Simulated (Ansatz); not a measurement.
**PBE/def2-SVPD run of BH3O3 (SMILES OB(O)O)**

Aim: the vertical singlet–triplet gap of BH3O3 at PBE/def2-SVPD, from 2 runs. 

Program for the calculation: Ansatz 0.2.0.

54 further runs of the same task are left out: 1 that didn't finish, 53 set aside as unsound or not needed.

## 1. The structure to begin with

The species is BH3O3 (7 atoms), meant as a singlet with charge 0. As SMILES, `OB(O)O`. The coordinates come from a PBE0-D4/def2-TZVP relaxation. This is a higher conformer, about 20 kJ/mol above the lowest found by a separate search.

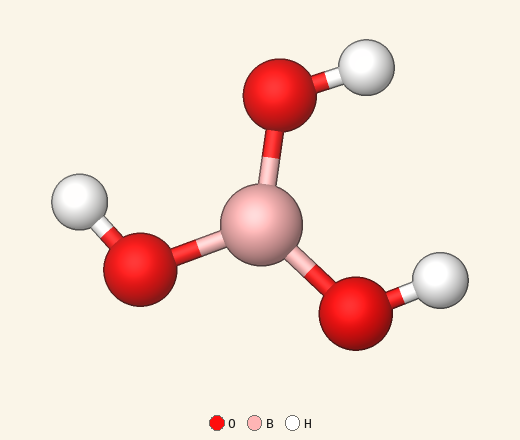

Viewed from a chosen angle; oxygen red, boron pink, hydrogen white.

## 2. The energy at PBE/def2-SVPD

Input file input.yaml:

```yaml
crystal:
  periodic: [false, false, false]
  atoms:
    - {symbol: O, position_ang: [-1.109700, 0.802600, 0.321900]}
    - {symbol: B, position_ang: [-0.012200, -0.006800, 0.228700]}
    - {symbol: O, position_ang: [0.501200, -0.469300, 1.400100]}
    - {symbol: O, position_ang: [0.600700, -0.381300, -0.945400]}
    - {symbol: H, position_ang: [-1.457400, 1.118600, -0.511500]}
    - {symbol: H, position_ang: [1.266800, -1.028200, 1.254500]}
    - {symbol: H, position_ang: [0.210500, -0.035700, -1.748300]}
basis:
  gaussian: {orbitals: def2-SVPD}
accuracy: high
output: {orbitals: {seedname: orbitals}}
hamiltonian: {xc: {name: PBE}}
```

Run with:

```sh
ansatz run input.yaml --threads 1 --pin off --max-ram 3480MiB --events-out events.jsonl --progress --plain --runs-dir runs
```

Standard output:

```text
Warning: RAYON_NUM_THREADS=1 ignored (pool sized by the plan → 1); use --threads N
Functional definition: PBE
  name "PBE"
  parameter kappa = 0.804
  parameter beta = 0.06672455060314922
  exchange = pbe_x(kappa = kappa, mu = beta*pi^2/3)
  correlation = pbe_c(beta = beta)
2240 factors; integrals over basis functions are off by at most 3.4e-9 eV
mean field evaluation 1: about -6845.4635 eV, gradient 8.7e1 eV
mean field evaluation 2: about -6800.6270 eV, gradient 1.7e2 eV
mean field evaluation 4: about -6858.3272 eV, gradient 1.1e1 eV
mean field evaluation 8: about -6858.5543 eV, gradient 1.6e-1 eV
mean field evaluation 16: about -6858.5544 eV, gradient 5.8e-6 eV
mean field -6858.55435140 eV, -252.0472235188 hartree, gradient 4.8e-8 eV, S^2 0.000000; 0 other end points of the search recorded, 0 dependent functions left out
reference -6858.55435543 eV, -252.0472236671 hartree; 16, 16 occupied and 97, 97 virtual orbitals, 2240 factors
Total energy: -6858.55435543 eV, -252.0472236671 hartree
```

It took 7.5 s on 1 thread of Arm Neoverse V1, shared host; peak memory 0.3 GiB.

## 3. The triplet, same level

Input file job.yaml:

```yaml
crystal:
  periodic: [false, false, false]
  atoms:
    - symbol: O
      position_ang: [-1.109700, 0.802600, 0.321900]
    - symbol: B
      position_ang: [-0.012200, -0.006800, 0.228700]
    - symbol: O
      position_ang: [0.501200, -0.469300, 1.400100]
    - symbol: O
      position_ang: [0.600700, -0.381300, -0.945400]
    - symbol: H
      position_ang: [-1.457400, 1.118600, -0.511500]
    - symbol: H
      position_ang: [1.266800, -1.028200, 1.254500]
    - symbol: H
      position_ang: [0.210500, -0.035700, -1.748300]
basis:
  gaussian: {orbitals: def2-SVPD}
magnetization: {spin_polarized: true, initial_magnetization: 2}
hamiltonian: {xc: pbe}
accuracy: high
output: {orbitals: {seedname: orbitals}}
```

Run with:

```sh
ansatz run job.yaml --threads 1 --pin off --max-ram 3480MiB --events-out events.jsonl --progress --plain --runs-dir runs
```

Standard output (excerpt; [...] marks lines left out):

```text
Warning: RAYON_NUM_THREADS=1 ignored (pool sized by the plan → 1); use --threads N
[... 2 set-up lines as earlier in the session ...]
[...]
2240 factors; integrals over basis functions are off by at most 3.4e-9 eV
[...]
mean field -6851.50626812 eV, -251.7882112356 hartree, gradient 5.0e-8 eV, S^2 2.003473; 16 other end points of the search recorded, 0 dependent functions left out
reference -6851.50627166 eV, -251.7882113656 hartree; 17, 15 occupied and 96, 98 virtual orbitals, 2240 factors
Total energy: -6851.50627166 eV, -251.7882113656 hartree
```

It took 71 s on 1 thread of Arm Neoverse V1, shared host; peak memory 0.41 GiB.

## 4. Summary of results

Level: PBE/def2-SVPD.

```
                                        quantity          value
                           singlet: total energy  -252.04722 Eh
                            singlet: HOMO energy       -7.61 eV
                            singlet: LUMO energy       -1.16 eV
                          singlet: HOMO–LUMO gap        6.45 eV
                           triplet: total energy  -251.78821 Eh
     triplet: HOMO energy (highest over α and β)       -2.33 eV
                                   triplet: ⟨S²⟩          2.003
vertical energy of the triplet above the singlet       7.048 eV
```

What this shows: At this shape the triplet lies 7.05 eV (163 kcal/mol) above the singlet.
